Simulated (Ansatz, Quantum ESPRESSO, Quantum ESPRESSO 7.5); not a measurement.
# Ballistic transmission: vacuum gap of 6.0 Å between two Pt(111) faces

Wanted: the transmission near the Fermi level and the conductance of this junction: vacuum gap of 6.0 Å between two Pt(111) faces.

Method: plane-wave DFT, PBEsol, GBRV ultrasoft pseudopotentials (cross-check by Ansatz 0.2.0 with PAW datasets), in Quantum ESPRESSO 7.5.

## Step 1: Starting point

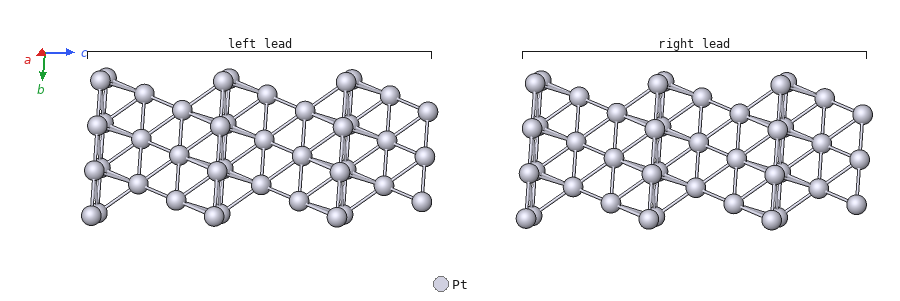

The cell as given, from the side, with the c axis across the page (platinum light grey). 1×3×1 cells are drawn. Some periodic images of atoms are drawn too.

The cell holds 18 atoms: 18 Pt. Its edges and angles: a = 2.807 Å, b = 2.807 Å, c = 44.965 Å, α = 90.0°, β = 90.0°, γ = 60.0°. It derives from Pt. Regions: left lead, 9 atoms (9 Pt); right lead, 9 atoms (9 Pt). The structure is stacked along c, and the current runs across the ab planes.

## Step 2: Ground state

One periodic cell holds a stretch of lead, the junction and more lead; the atoms stay as built.

File scf.in:

```
&control
  prefix = 'scf'
  outdir = './out'
  pseudo_dir = './pseudo'
  calculation = 'scf'
  tprnfor = .true.
/
&system
  ibrav = 0
  nat = 18
  ntyp = 1
  ecutwfc = 40
  ecutrho = 200
  occupations = 'smearing'
  smearing = 'mv'
  degauss = 0.01
/
&electrons
  conv_thr = 1e-07
  mixing_beta = 0.25
  electron_maxstep = 120
  mixing_mode = 'local-TF'
/
ATOMIC_SPECIES
  Pt  195.0840  pt_pbesol_v1.4.uspp.F.UPF
CELL_PARAMETERS angstrom
  2.80721392131059 0.00000000000000 0.00000000000000
  1.40360696065530 2.43111856971230 0.00000000000000
  0.00000000000000 0.00000000000000 44.96536966760785
ATOMIC_POSITIONS crystal
  Pt  0.000000000000 0.000000000000 0.000000000000
  Pt  0.333333333000 0.333333333000 0.050974351721
  Pt  0.666666667000 0.666666667000 0.101948703441
  Pt  0.000000000000 0.000000000000 0.152923055162
  Pt  0.333333333000 0.333333333000 0.203897406882
  Pt  0.666666667000 0.666666667000 0.254871758603
  Pt  0.000000000000 0.000000000000 0.305846110324
  Pt  0.333333333000 0.333333333000 0.356820462044
  Pt  0.666666667000 0.666666667000 0.407794813765
  Pt  0.000000000000 0.000000000000 0.541230834515
  Pt  0.333333333000 0.333333333000 0.592205186235
  Pt  0.666666667000 0.666666667000 0.643179537956
  Pt  0.000000000000 0.000000000000 0.694153889676
  Pt  0.333333333000 0.333333333000 0.745128241397
  Pt  0.666666667000 0.666666667000 0.796102593118
  Pt  0.000000000000 0.000000000000 0.847076944838
  Pt  0.333333333000 0.333333333000 0.898051296559
  Pt  0.666666667000 0.666666667000 0.949025648279
K_POINTS automatic
  10 10 1 0 0 0
```

Run with:

```sh
$ OMP_NUM_THREADS=1 mpirun -n 4 pw.x -nk 4 -in scf.in > scf.out
```

Output:

```text
Program PWSCF v.7.5 starts
[citation notice left out]

     Parallel version (MPI & OpenMP), running on       4 processor cores
     Number of MPI processes:                 4
     Threads/MPI process:                     1

     MPI processes distributed on     1 nodes
[...]
Current dimensions of program PWSCF are:
     Max number of different atomic species (ntypx) = 10
     Max number of k-points (npk) =  40000
     Max angular momentum in pseudopotentials (lmaxx) =  4
     Message from routine setup:
     using ibrav=0 with symmetry is DISCOURAGED, use correct ibrav instead

     K-points division:     npool     =       4
     Subspace diagonalization in iterative solution of the eigenvalue problem:
     a serial algorithm will be used

     G-vector sticks info
     --------------------
     sticks:   dense  smooth     PW     G-vecs:    dense   smooth      PW
     Sum         379     313     97                98621    71023   12747

     Using Slab Decomposition

     bravais-lattice index     =            0
     lattice parameter (alat)  =       5.3049  a.u.
     unit-cell volume          =    2070.8871 (a.u.)^3
     number of atoms/cell      =           18
     number of atomic types    =            1
     number of electrons       =       288.00
     number of Kohn-Sham states=          173
     kinetic-energy cutoff     =      40.0000  Ry
     charge density cutoff     =     200.0000  Ry
     scf convergence threshold =      1.0E-07
     mixing beta               =       0.2500
     number of iterations used =            8  local-TF  mixing
     Exchange-correlation= SLA  PW   PSX  PSC
                           (   1   4  10   8   0   0   0)

     celldm(1)=   5.304865  celldm(2)=   0.000000  celldm(3)=   0.000000
     celldm(4)=   0.000000  celldm(5)=   0.000000  celldm(6)=   0.000000

     crystal axes: (cart. coord. in units of alat)
               a(1) = (   1.000000   0.000000   0.000000 )
               a(2) = (   0.500000   0.866025   0.000000 )
               a(3) = (   0.000000   0.000000  16.017792 )

     reciprocal axes: (cart. coord. in units 2 pi/alat)
               b(1) = (  1.000000 -0.577350  0.000000 )
               b(2) = (  0.000000  1.154701  0.000000 )
               b(3) = (  0.000000  0.000000  0.062431 )

     PseudoPot. # 1 for Pt read from file:
     ./pseudo/pt_pbesol_v1.4.uspp.F.UPF
     Pseudo is Ultrasoft + core correction, Zval = 16.0
     Generated by new atomic code, or converted to UPF format
     Using radial grid of  985 points,  6 beta functions with:
                l(1) =   0
                l(2) =   0
                l(3) =   1
                l(4) =   1
                l(5) =   2
                l(6) =   2
     Q(r) pseudized with  8 coefficients,  rinner =    1.300   1.300   1.300
                                                       1.300   1.300

     atomic species   valence    mass     pseudopotential
     Pt               16.00   195.08400     Pt( 1.00)

      6 Sym. Ops. (no inversion) found

   Cartesian axes

     site n.     atom                  positions (alat units)
         1        Pt     tau(   1) = (   0.0000000   0.0000000   0.0000000  )
         2        Pt     tau(   2) = (   0.5000000   0.2886751   0.8164966  )
         3        Pt     tau(   3) = (   1.0000000   0.5773503   1.6329932  )
         4        Pt     tau(   4) = (   0.0000000   0.0000000   2.4494897  )
         5        Pt     tau(   5) = (   0.5000000   0.2886751   3.2659863  )
         6        Pt     tau(   6) = (   1.0000000   0.5773503   4.0824829  )
         7        Pt     tau(   7) = (   0.0000000   0.0000000   4.8989795  )
         8        Pt     tau(   8) = (   0.5000000   0.2886751   5.7154761  )
         9        Pt     tau(   9) = (   1.0000000   0.5773503   6.5319726  )
        10        Pt     tau(  10) = (   0.0000000   0.0000000   8.6693231  )
        11        Pt     tau(  11) = (   0.5000000   0.2886751   9.4858197  )
        12        Pt     tau(  12) = (   1.0000000   0.5773503  10.3023163  )
        13        Pt     tau(  13) = (   0.0000000   0.0000000  11.1188129  )
        14        Pt     tau(  14) = (   0.5000000   0.2886751  11.9353094  )
        15        Pt     tau(  15) = (   1.0000000   0.5773503  12.7518060  )
        16        Pt     tau(  16) = (   0.0000000   0.0000000  13.5683026  )
        17        Pt     tau(  17) = (   0.5000000   0.2886751  14.3847992  )
        18        Pt     tau(  18) = (   1.0000000   0.5773503  15.2012958  )

     number of k points=    14  Marzari-Vanderbilt smearing, width (Ry)=  0.0100
                       cart. coord. in units 2pi/alat
        k(    1) = (   0.0000000   0.0000000   0.0000000), wk =   0.0200000
        k(    2) = (   0.0000000   0.1154701   0.0000000), wk =   0.1200000
        k(    3) = (   0.0000000   0.2309401   0.0000000), wk =   0.1200000
        k(    4) = (   0.0000000   0.3464102   0.0000000), wk =   0.1200000
        k(    5) = (   0.0000000   0.4618802   0.0000000), wk =   0.1200000
        k(    6) = (   0.0000000  -0.5773503   0.0000000), wk =   0.0600000
        k(    7) = (   0.1000000   0.1732051   0.0000000), wk =   0.1200000
        k(    8) = (   0.1000000   0.2886751   0.0000000), wk =   0.2400000
        k(    9) = (   0.1000000   0.4041452   0.0000000), wk =   0.2400000
        k(   10) = (   0.1000000  -0.6350853   0.0000000), wk =   0.2400000
[...]
k(   14) = (   0.3000000  -0.6350853   0.0000000), wk =   0.1200000

     Dense  grid:    98621 G-vectors     FFT dimensions: (  24,  24, 384)

     Smooth grid:    71023 G-vectors     FFT dimensions: (  24,  24, 360)

     Estimated max dynamical RAM per process >     364.09 MB

     Estimated total dynamical RAM >       1.35 GB

     Initial potential from superposition of free atoms

     starting charge     278.9998, renormalised to     288.0000

     negative rho (up, down):  3.316E+00 0.000E+00
     Starting wfcs are  216 randomized atomic wfcs

     total cpu time spent up to now is        7.1 secs

     per-process dynamical memory:   210.6 Mb

     Self-consistent Calculation

     iteration #  1     ecut=    40.00 Ry     beta= 0.25
     Davidson diagonalization with overlap
     ethr =  1.00E-02,  avg # of iterations =  3.4

     negative rho (up, down):  3.151E+00 0.000E+00

     total cpu time spent up to now is       26.6 secs

     total energy              =   -3792.60896195 Ry
     estimated scf accuracy    <      31.54390650 Ry

     iteration #  2     ecut=    40.00 Ry     beta= 0.25
[...]
17.5290  17.6250  17.7530  17.7619  17.8640  17.9604  18.0458  18.0633
    18.2003  18.3517  18.3734  18.5643  18.7309  18.7547  18.9230  19.0501
    19.1290  19.1367  19.1858  19.5462  20.0232  20.4684  20.9635  21.5222
    21.9978  22.6693  22.8715  24.6881  25.2171  26.1437  26.6046  27.8316
    28.2847  29.7448  30.0382  31.3812  31.8879

          k = 0.0000 0.3464 0.0000 (  8849 PWs)   bands (ev):

   -33.7482 -33.7457 -33.7369 -33.7275 -33.7265 -33.7199 -33.7188 -33.7085
   -33.7035 -33.6973 -33.6873 -33.6747 -33.6609 -33.6559 -33.6462 -33.6389
   -33.6336 -33.6267 -33.6133 -33.6000 -33.5854 -33.5694 -33.5511 -33.5441
   -33.5441 -33.5339 -33.5335 -33.5276 -33.5218 -33.5199 -33.5153 -33.5089
   -33.5067 -33.4970 -33.4968 -33.4875 -33.4846 -33.4792 -33.4757 -33.4706
   -33.4650 -33.4619 -33.4545 -33.4519 -33.4506 -33.4503 -33.4501 -33.4435
   -33.3030 -33.3030 -33.1575 -33.1575 -32.9025 -32.9025  11.6121  11.6702
    11.7663  11.8957  12.0440  12.1987  12.3525  12.5025  12.6491  12.7875
    12.9062  13.0141  13.1354  13.2761  13.4077  13.4371  13.4756  13.5549
    13.6076  13.6685  13.7418  13.7625  13.8726  14.0170  14.1767  14.3411
    14.5032  14.6583  14.7882  14.8936  15.0162  15.0331  15.1598  15.1745
    15.3026  15.3322  15.4286  15.4757  15.5244  15.6100  15.6910  15.7373
    15.7442  15.7557  15.7560  15.8065  15.8082  15.8969  15.9098  16.0245
    16.0410  16.1776  16.1803  16.3071  16.3563  16.4209  16.5174  16.5475
    16.5929  16.6407  16.6471  16.7412  16.9209  17.0768  17.2113  17.3339
    17.4505  17.5322  17.5603  17.5615  17.5987  17.6537  17.6639  17.7259
    17.7438  17.7558  17.7653  17.8241  17.8318  17.8902  17.9057  17.9924
    18.0748  18.1292  18.1463  18.2118  18.2786  18.3427  18.3936  18.4314
    18.4736  18.4922  18.6208  18.7947  18.8746  18.9650  19.1006  19.1978
    19.2560  19.3564  19.8677  20.3882  20.9516  21.4723  21.9993  22.5832
    23.1405  23.7935  24.7390  25.1590  26.2696  26.5969  27.9918  28.1168
    28.4193  28.5434  28.7958  29.0799  29.3332

          k = 0.0000 0.4619 0.0000 (  8838 PWs)   bands (ev):

   -33.7967 -33.7961 -33.7884 -33.7822 -33.7796 -33.7759 -33.7708 -33.7639
   -33.7564 -33.7507 -33.7418 -33.7380 -33.7277 -33.7185 -33.7089 -33.7086
   -33.6415 -33.6316 -33.6169 -33.5974 -33.5814 -33.5681 -33.5665 -33.5665
   -33.5569 -33.5546 -33.5500 -33.5448 -33.5435 -33.5391 -33.5362 -33.5319
   -33.5270 -33.5195 -33.5163 -33.5062 -33.5055 -33.4972 -33.4957 -33.4879
   -33.4838 -33.4786 -33.4711 -33.4691 -33.4684 -33.4680 -33.4668 -33.4609
   -33.3703 -33.3703 -33.1766 -33.1766 -32.8958 -32.8958  12.0576  12.1246
    12.2358  12.3869  12.4991  12.5402  12.5596  12.6073  12.6928  12.7325
    12.7887  12.8443  12.9025  12.9588  13.0084  13.0315  13.0963  13.1746
    13.2227  13.3131  13.3752  13.4790  13.5047  13.5973  13.8086  14.0505
    14.2960  14.5137  14.7004  14.8962  15.0944  15.2698  15.3641  15.3955
    15.4508  15.4796  15.5154  15.5347  15.5930  15.6256  15.6925  15.7349
    15.8362  15.8763  15.9676  16.0146  16.1608  16.2219  16.3019  16.4577
    16.4880  16.6521  16.7159  16.8494  16.9716  16.9890  17.1782  17.2738
    17.2916  17.5646  17.6560  17.8481  17.9459  18.1096  18.1107  18.2787
    18.3378  18.5234  18.5317  18.6570  18.6677  18.6691  18.6915  18.7238
    18.7640  18.7874  18.7950  18.8132  18.8517  18.8587  18.8816  18.9158
    18.9460  18.9579  18.9579  18.9878  19.0036  19.0385  19.0458  19.1063
    19.1598  19.1640  19.2293  19.2352  19.2915  19.3069  19.3300  19.3568
    19.4097  19.9463  20.5551  21.1839  21.8390  22.4471  23.0729  23.6217
    24.1170  24.6320  24.9093  25.1598  25.2500  25.3404  25.4667  25.7335
    26.0182  26.3323  26.6949  26.9596  27.1815

          k = 0.0000-0.5774 0.0000 (  8844 PWs)   bands (ev):

   -33.8251 -33.8245 -33.8167 -33.8065 -33.8015 -33.7999 -33.7923 -33.7913
   -33.7798 -33.7784 -33.7662 -33.7642 -33.7558 -33.7551 -33.7356 -33.7356
   -33.5924 -33.5918 -33.5867 -33.5861 -33.5778 -33.5766 -33.5750 -33.5750
   -33.5659 -33.5656 -33.5644 -33.5590 -33.5585 -33.5517 -33.5466 -33.5442
   -33.5347 -33.5313 -33.5237 -33.5157 -33.5134 -33.5048 -33.5040 -33.4945
   -33.4919 -33.4851 -33.4777 -33.4759 -33.4759 -33.4746 -33.4730 -33.4679
   -33.3934 -33.3934 -33.1839 -33.1839 -32.8933 -32.8933  12.0867  12.1555
    12.2697  12.3621  12.4141  12.4259  12.4994  12.6065  12.6142  12.7405
    12.7944  12.8002  12.8479  12.8675  12.9322  12.9603  12.9830  13.0591
    13.0713  13.0722  13.2220  13.3585  13.3831  13.4606  13.6890  13.9576
    14.2382  14.5059  14.7264  14.8927  15.0297  15.1536  15.2621  15.3412
    15.3917  15.4145  15.4448  15.5057  15.6092  15.7180  15.7212  15.7587
    15.9449  15.9734  15.9798  16.1622  16.3260  16.3449  16.4102  16.6834
    16.7510  16.7711  16.9747  17.2187  17.2280  17.2821  17.6009  17.7071
    17.7184  17.9196  18.1983  18.2198  18.2250  18.5053  18.6931  18.7391
    18.8255  18.9059  19.0085  19.0599  19.0962  19.0987  19.1063  19.1069
    19.1218  19.1397  19.1552  19.1598  19.1823  19.2074  19.2331  19.2587
    19.2859  19.3149  19.3480  19.3905  19.4363  19.4451  19.4957  19.5729
    19.5739  19.6497  20.1015  20.5298  20.9109  20.9456  21.1950  21.2524
    21.4578  21.5296  21.6851  21.7483  21.8497  21.8999  21.9645  21.9930
    22.0226  22.0334  24.6042  24.6482  24.7124  24.8259  24.8559  25.0116
    25.1330  25.3832  25.6656  25.9982  26.3612

[...]
the Fermi energy is    19.0705 ev

!    total energy              =   -3789.78368757 Ry
     estimated scf accuracy    <       0.00000006 Ry
     smearing contrib. (-TS)   =       0.00040125 Ry
     internal energy E=F+TS    =   -3789.78408882 Ry

     The total energy is F=E-TS. E is the sum of the following terms:
     one-electron contribution =   -4625.10809253 Ry
     hartree contribution      =    2539.80190860 Ry
     xc contribution           =   -1019.13786146 Ry
     ewald contribution        =    -685.34004342 Ry

     convergence has been achieved in  15 iterations

     negative rho (up, down):  3.071E+00 0.000E+00

     Forces acting on atoms (cartesian axes, Ry/au):

     atom    1 type  1   force =     0.00000000    0.00000000   -0.00007487
     atom    2 type  1   force =     0.00000000    0.00000000   -0.00021160
     atom    3 type  1   force =     0.00000000    0.00000000   -0.00029964
     atom    4 type  1   force =     0.00000000    0.00000000    0.00003868
     atom    5 type  1   force =     0.00000000    0.00000000    0.00081282
     atom    6 type  1   force =     0.00000000    0.00000000    0.00165886
     atom    7 type  1   force =     0.00000000    0.00000000    0.00045792
     atom    8 type  1   force =     0.00000000    0.00000000   -0.00917904
     atom    9 type  1   force =     0.00000000    0.00000000   -0.01108677
     atom   10 type  1   force =     0.00000000    0.00000000    0.01111281
     atom   11 type  1   force =     0.00000000    0.00000000    0.00919628
     atom   12 type  1   force =     0.00000000    0.00000000   -0.00046123
     atom   13 type  1   force =     0.00000000    0.00000000   -0.00166395
     atom   14 type  1   force =     0.00000000    0.00000000   -0.00082371
     atom   15 type  1   force =     0.00000000    0.00000000   -0.00002798
     atom   16 type  1   force =     0.00000000    0.00000000    0.00027818
     atom   17 type  1   force =     0.00000000    0.00000000    0.00020233
     atom   18 type  1   force =     0.00000000    0.00000000    0.00007092

     Total force =     0.020562     Total SCF correction =     0.002073
     SCF correction compared to forces is large: reduce conv_thr to get better values

[...]
=------------------------------------------------------------------------------=
   JOB DONE.
=------------------------------------------------------------------------------=
```

The job ended after 4.2 min (4 MPI ranks of Arm Neoverse V2, shared host; peak memory 1.6 GiB).

Numbers from this step:

| Quantity | Value |
| --- | --- |
| free energy | -51562.6339 eV |
| Fermi energy | 19.07 eV |

The program's own clock; routines nest. Time by routine:

| routine | wall time (s) | calls |
| --- | --- | --- |
| PWSCF | 250.4 | 1 |
| electrons | 240.2 | 1 |
| c_bands | 208.9 | 15 |
| cegterg | 200.1 | 60 |
| h_psi | 104.1 | 199 |
| fftw | 69.81 | 55972 |
| vloc_psi | 62.05 | 199 |
| calbec | 32.28 | 275 |
| sum_band | 25.7 | 15 |
| add_vuspsi | 20.58 | 199 |
| s_psi | 20.56 | 199 |
| h_psi:calbec | 20.52 | 199 |
| cdiaghg | 7.17 | 195 |
| init_run | 7.06 | 1 |

The run needed 15 iterations to bring the estimated error under 1e-07 Ry; the largest force on any atom, held or free, is 0.29 eV/Å.

[end of part 1 of 4]

[Logs are printed without paths, hosts, clocks, repeated set-up lines and the standing remarks that a program may print on its own settings, such as how far it seeks lower states.]

[Hosts, paths, dates, database ids (printed as entryN), source tags and the programs' standing remarks are cut or masked in the printed files.]

[Maps of the electrostatic potential energy from Ansatz leave out the sawtooth potential of an applied field or a dipole correction, so their vacuum need not be flat; planar profiles and work functions include it.]
